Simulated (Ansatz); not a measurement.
**C₂H₁₂Si₄ (SMILES C1[SiH2]C[SiH2][SiH2][SiH2]1): density, localisation and related maps**

```xyz
18

C    -1.6867   -1.2701   -1.8018
C     0.9316    0.5089   -2.0974
Si    0.0374   -1.0965   -2.5822
Si    0.6775    1.1397   -0.3232
Si   -1.6037    1.7331   -0.0958
Si   -2.7217    0.3138   -1.6267
H    -2.2517   -2.0120   -2.3935
H    -1.5718   -1.7066   -0.7933
H     0.8753   -2.2616   -2.1627
H    -0.0994   -1.1413   -4.0704
H     0.6088    1.3106   -2.7858
H     2.0106    0.3632   -2.2824
H     1.5907    2.2871   -0.0312
H     0.9934    0.0510    0.6542
H    -2.0809    1.5089    1.3040
H    -1.8284    3.1725   -0.4349
H    -2.8168    1.0083   -2.9492
H    -4.1136   -0.0074   -1.1847
```

Geometry: B3LYP/def2-SVP.

These are results of isolated molecule in a Gaussian basis; Kohn-Sham density functional theory, functional PBE0 (Ansatz), not measurements.

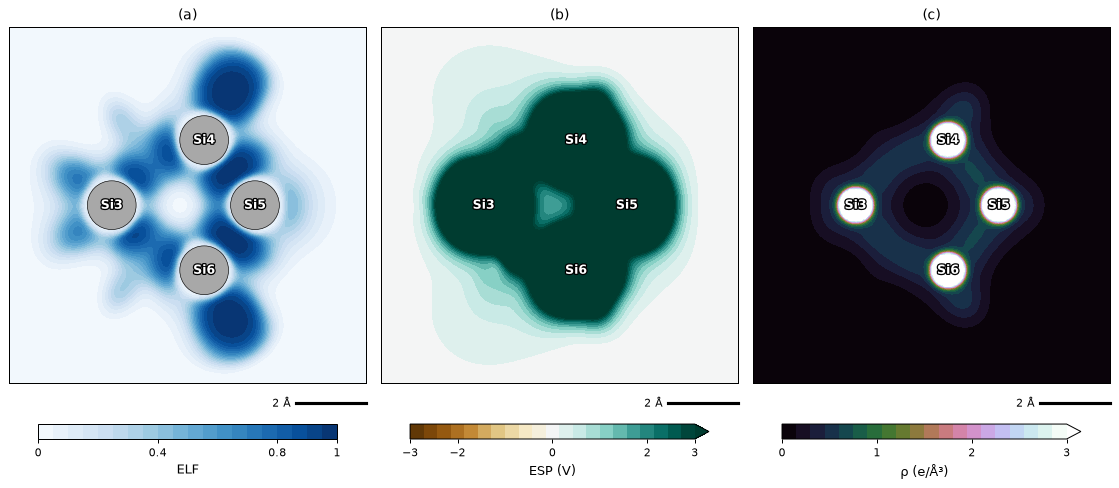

Figure 1. (a) electron localisation function; (b) molecular electrostatic potential; (c) electron density on the plane of atoms Si4, Si5 and Si6. Grey discs cover the atomic cores in the ELF map.

> Interpret the plot.

The plane passes through Si nuclei. Si–Si (2.37 Å): ρ at the midpoint is about 0.62 e/Å³; the ELF peaks at about 1 between the atoms; a shared electron pair. The potential has no marked negative region in this plane.

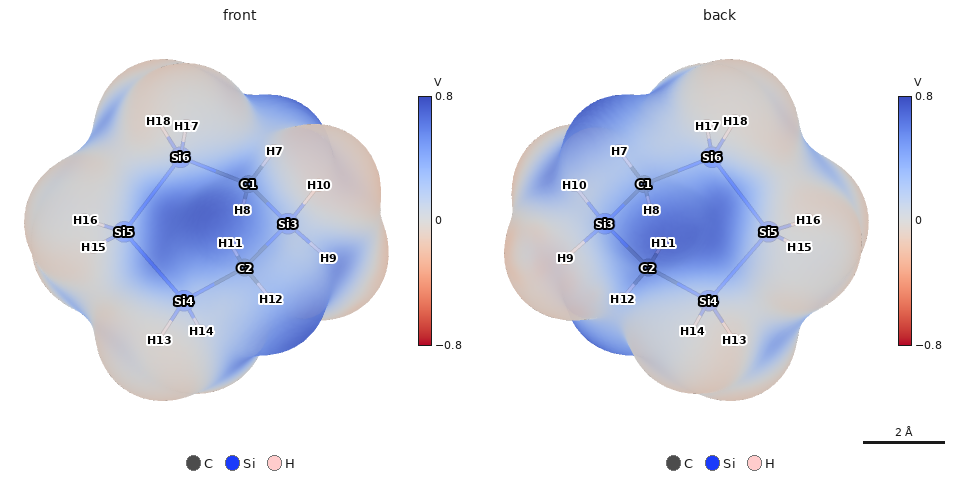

Figure 2. The molecular electrostatic potential painted on the density surface at 0.001 e/bohr³, seen from the front and from behind; red is negative and blue positive.

> Where is the surface potential most negative and most positive?

The most negative region (about −0.1 V) lies over the H atoms, the most positive (about +0.7 V) over the H and Si atoms.

> How polar is the molecule by this calculation?

Its dipole moment is 0.49 D.

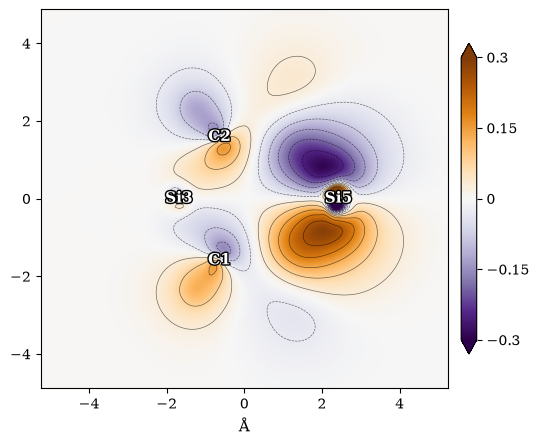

Figure 3. The HOMO on the plane of atoms C1, Si3 and C2 (values in Å⁻³ᐟ²; the overall sign is arbitrary).

> Where does this orbital lie, and at what energy?

Its weight (Hirshfeld) is mainly on Si5 (about 35 %), Si4 (about 20 %) and Si6 (about 20 %). Its energy is −7.57 eV.

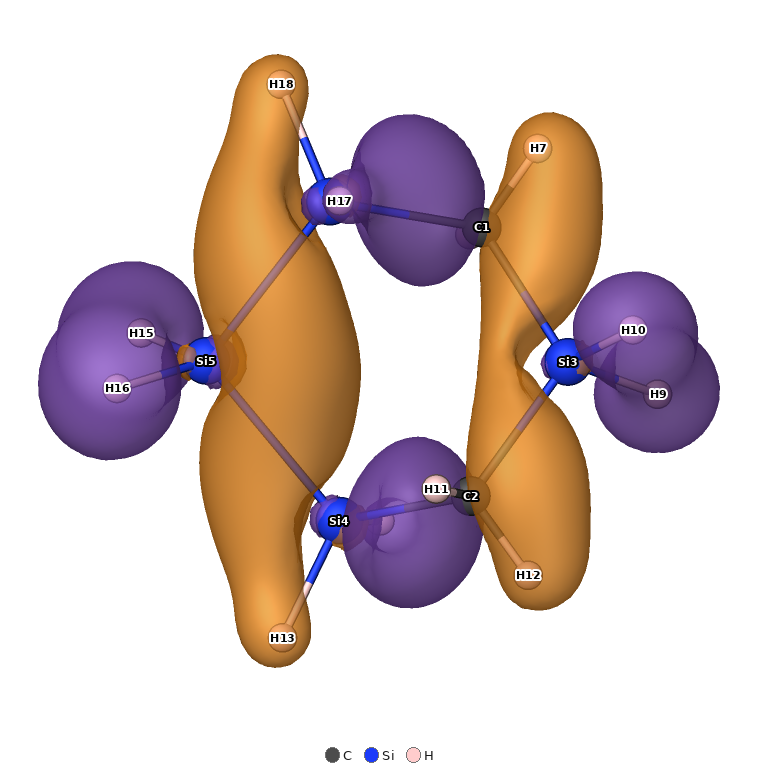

Figure 4. The HOMO−1 at ±0.08 Å⁻³ᐟ² (orange and purple are the two phases), seen across its widest extent.

> What is the character of this orbital?

Its weight (Hirshfeld) is mainly on Si5 (about 20 %), C1 (about 10 %), C2 (about 10 %), Si4 (about 10 %), Si6 (about 10 %) and Si3 (about 5 %). Its energy is −8.21 eV.
